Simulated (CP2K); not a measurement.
**Si2H6S ((H3Si)2S) at GFN2-xTB**

What is the energy difference between two shapes of Si2H6S ((H3Si)2S) at GFN2-xTB? 

The results are computed with CP2K 2026.2.

## Step 1: The structure to begin with

The species is Si2H6S (9 atoms), meant as a singlet with charge 0. The shape is that of a GFN2-xTB optimisation.

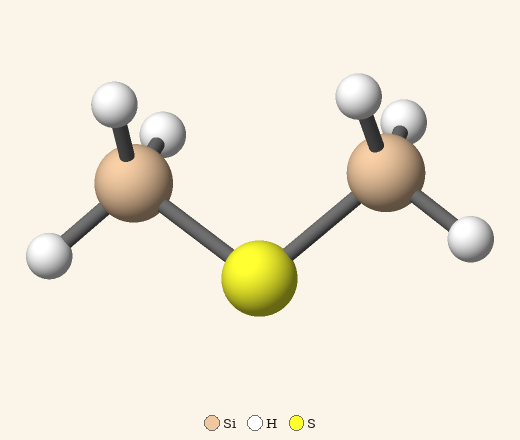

Viewed from a chosen angle; silicon light orange, hydrogen white, sulfur yellow.

## Step 2: Energy and gradient at GFN2-xTB

Contents of molecule.inp:

```
&global
  project_name molecule
  run_type ENERGY_FORCE
  print_level MEDIUM
&end global

&force_eval
  method QUICKSTEP
  &dft
    # Quickstep
    &qs
      method XTB
      eps_default 1.0E-10
      &xtb
        gfn_type TBLITE
        &tblite
          method GFN2
        &end tblite
        check_atomic_charges F
      &end xtb
    &end qs
    # no periodic images
    &poisson
      periodic NONE
      poisson_solver ANALYTIC
    &end poisson
    &scf
      scf_guess ATOMIC
      eps_scf 1.0E-07
      max_scf 150
      added_mos 8
      &diagonalization
        algorithm STANDARD
      &end diagonalization
      &mixing
        method DIRECT_P_MIXING
        alpha 0.4
      &end mixing
      &smear ON
        method FERMI_DIRAC
        electronic_temperature [K] 300
      &end smear
    &end scf
    &print
      &moments
        periodic F
        reference COM
        max_moment 1
      &end moments
      &mo ON
        energies T
        occupation_numbers T
        ndigits 6
        &each
          qs_scf 0
        &end each
        add_last NUMERIC
      &end mo
      &hirshfeld OFF
      &end hirshfeld
    &end print
  &end dft
  &subsys
    &cell
      abc 16.2 16.7 15.1
      periodic NONE
    &end cell
    &coord
      Si     1.037560    -1.284390     0.367290
      H      1.554470    -0.484310     1.471350
      H      1.734250    -0.952310    -0.870340
      H      1.033510    -2.707570     0.651130
      S     -1.044390    -0.830830     0.117120
      Si    -1.068670     1.259660    -0.363340
      H     -0.299990     1.459910    -1.586180
      H     -0.465040     1.995550     0.741680
      H     -2.481710     1.544290    -0.528710
    &end coord
    &topology
      &center_coordinates
      &end center_coordinates
    &end topology
  &end subsys
  &print
    &forces ON
    &end forces
  &end print
&end force_eval
```

Command:

```
OMP_NUM_THREADS=1 cp2k.psmp -i molecule.inp -o molecule.out
```

Log, shortened:

```text
CP2K| version string:                                       CP2K version 2026.2
[...]
 GLOBAL| Method name                                                        CP2K
[...]
 GLOBAL| Run type                                                   ENERGY_FORCE
[...]
                             - Atoms:                                          9
[...]
                             - Spherical basis functions:                     33
[...]
 Number of electrons:                                                         20
[...]
  *** SCF run converged in    20 steps ***
[...]
  Fermi energy:                                                -0.24306341901021
[...]
 TB_DIPOLE| Moment [Debye]          1.76525233       1.40236240      -0.19387885
 TB_DIPOLE| Derivative [a.u.]       0.00000000       0.00000000       0.00000000
[...]
 ENERGY| Total FORCE_EVAL ( QS ) energy [hartree]             -9.819498222000838
 FORCES| Atomic forces [hartree/bohr]
 FORCES|   Atom     x               y               z               |f|
 FORCES|      1  3.14467697E-05 -8.39246499E-05 -8.51414010E-05   1.23617573E-04
 FORCES|      2  1.63294986E-05  2.06819590E-05  6.94072273E-06   2.72501300E-05
 FORCES|      3 -4.33003133E-05 -3.95490981E-05  8.06789681E-05   9.97403839E-05
 FORCES|      4  1.06604880E-05  8.57991451E-05  6.44745671E-06   8.66989562E-05
 FORCES|      5 -2.91002257E-06 -6.89159242E-05 -6.59205312E-06   6.92916157E-05
 FORCES|      6  4.13983238E-05  9.78450629E-05  6.78037119E-05   1.26034999E-04
 FORCES|      7  1.25755677E-05  1.85115645E-05 -3.11865533E-05   3.83852059E-05
 FORCES|      8 -1.97502665E-05 -3.80465096E-05 -2.71197658E-05   5.07256505E-05
 FORCES|      9 -4.64500454E-05  7.59845033E-06 -1.18310862E-05   4.85316161E-05
 FORCES| Sum     9.85268724E-18 -4.42422249E-17  1.46150453E-16
 FORCES| Total atomic force                                       1.53017662E-16
[...]
```

It took 0.28 s on 1 thread of Arm Neoverse V1, shared host.

## Step 3: The distorted shape, same level

Contents of run.inp:

```
&GLOBAL
  PROJECT run
  RUN_TYPE ENERGY_FORCE
  PRINT_LEVEL MEDIUM
&END GLOBAL
&FORCE_EVAL
  METHOD Quickstep
  &DFT
    CHARGE 0
    MULTIPLICITY 1
    &QS
      METHOD XTB
      EPS_DEFAULT 1.0E-10
      &XTB
        GFN_TYPE TBLITE
        &TBLITE
          METHOD GFN2
        &END TBLITE
        CHECK_ATOMIC_CHARGES F
      &END XTB
    &END QS
    &POISSON
      PERIODIC NONE
      POISSON_SOLVER ANALYTIC
    &END POISSON
    &SCF
      SCF_GUESS ATOMIC
      EPS_SCF 1.0E-07
      MAX_SCF 150
      ADDED_MOS 8
      &DIAGONALIZATION
        ALGORITHM STANDARD
      &END DIAGONALIZATION
      &MIXING
        METHOD DIRECT_P_MIXING
        ALPHA 0.4
      &END MIXING
      &SMEAR ON
        METHOD FERMI_DIRAC
        ELECTRONIC_TEMPERATURE [K] 300
      &END SMEAR
    &END SCF
    &PRINT
      &MOMENTS
        PERIODIC F
        REFERENCE COM
        MAX_MOMENT 1
      &END MOMENTS
      &MO ON
        ENERGIES T
        OCCUPATION_NUMBERS T
        NDIGITS 6
        &EACH
          QS_SCF 0
        &END EACH
        ADD_LAST NUMERIC
      &END MO
      &HIRSHFELD OFF
      &END HIRSHFELD
    &END PRINT
  &END DFT
  &SUBSYS
    &CELL
      ABC [angstrom] 16.3 16.8 15
      PERIODIC NONE
    &END CELL
    &COORD
      Si     1.027970    -1.286518     0.178064
      H      1.543645    -0.528177     1.393562
      H      1.706181    -0.895103    -0.852338
      H      1.039613    -2.733698     0.612262
      S     -1.122467    -0.758115     0.129274
      Si    -1.089550     1.226817    -0.429541
      H     -0.269144     1.548188    -1.632498
      H     -0.482010     2.016701     0.706687
      H     -2.548371     1.346334    -0.479595
    &END COORD
    &TOPOLOGY
      &CENTER_COORDINATES
      &END CENTER_COORDINATES
    &END TOPOLOGY
  &END SUBSYS
  &PRINT
    &FORCES ON
    &END FORCES
  &END PRINT
&END FORCE_EVAL
```

Command:

```
OMP_NUM_THREADS=1 cp2k.psmp -i run.inp -o run.out
```

Log, shortened:

```text
CP2K| version string:                                       CP2K version 2026.2
[...]
 GLOBAL| Method name                                                        CP2K
[...]
 GLOBAL| Run type                                                   ENERGY_FORCE
[...]
                             - Atoms:                                          9
[...]
                             - Spherical basis functions:                     33
[...]
 Number of electrons:                                                         20
[...]
  *** SCF run converged in    22 steps ***
[...]
  Fermi energy:                                                -0.25694755071999
[...]
 TB_DIPOLE| Moment [Debye]          2.25567001       0.58900333      -0.99424937
 TB_DIPOLE| Derivative [a.u.]       0.00000000       0.00000000       0.00000000
[...]
 ENERGY| Total FORCE_EVAL ( QS ) energy [hartree]             -9.793467310130721
 FORCES| Atomic forces [hartree/bohr]
 FORCES|   Atom     x               y               z               |f|
 FORCES|      1 -6.48703904E-02 -3.84643381E-02  1.23411751E-01   1.44631024E-01
 FORCES|      2 -5.27740967E-03 -6.90396053E-03 -1.35018232E-02   1.60566171E-02
 FORCES|      3  5.67337996E-02  3.23083320E-02 -9.62618580E-02   1.16313790E-01
 FORCES|      4 -1.36051987E-03  1.64316532E-02 -1.01660441E-02   1.93700463E-02
 FORCES|      5  2.12051327E-02 -3.44404454E-02  2.20404218E-03   4.05050581E-02
 FORCES|      6  3.14324201E-03  3.55343267E-02  3.62309019E-03   3.58565911E-02
 FORCES|      7 -8.23661644E-03 -4.88710197E-03  6.86861557E-03   1.17857327E-02
 FORCES|      8 -6.41804032E-03 -6.81648565E-03 -1.18078165E-02   1.50691821E-02
 FORCES|      9  5.08080239E-03  7.23801982E-03 -4.36995759E-03   9.86407690E-03
 FORCES| Sum    -1.29236899E-16 -1.38777878E-17 -5.72458747E-17
 FORCES| Total atomic force                                       1.42027671E-16
[...]
```

Run time: 0.28 s. Hardware: 1 thread of Arm Neoverse V1, shared host.

## Step 4: Summary of results

At GFN2-xTB:

| quantity | value |
| --- | --- |
| first shape: total energy | -9.81950 Eh |
| first shape: dipole moment (from atomic charges alone) | 2.26 D |
| first shape: HOMO energy | -10.12 eV |
| first shape: LUMO energy | -5.72 eV |
| first shape: HOMO–LUMO gap | 4.40 eV |
| first shape: largest force on an atom | 0.006 eV/Å |
| distorted shape: total energy | -9.79347 Eh |
| distorted shape: dipole moment (from atomic charges alone) | 2.53 D |
| distorted shape: HOMO energy | -10.18 eV |
| distorted shape: LUMO energy | -6.10 eV |
| distorted shape: HOMO–LUMO gap | 4.08 eV |
| distorted shape: largest force on an atom | 7.437 eV/Å |
| energy change with the atoms displaced | 0.708 eV |

In words: With the atoms displaced the energy rises by 0.71 eV (68.3 kJ/mol). The dipole (first shape) comes from point charges on the atoms alone, without atomic dipoles, so it is partial. The dipole (distorted shape) comes from point charges on the atoms alone, without atomic dipoles, so it is partial.
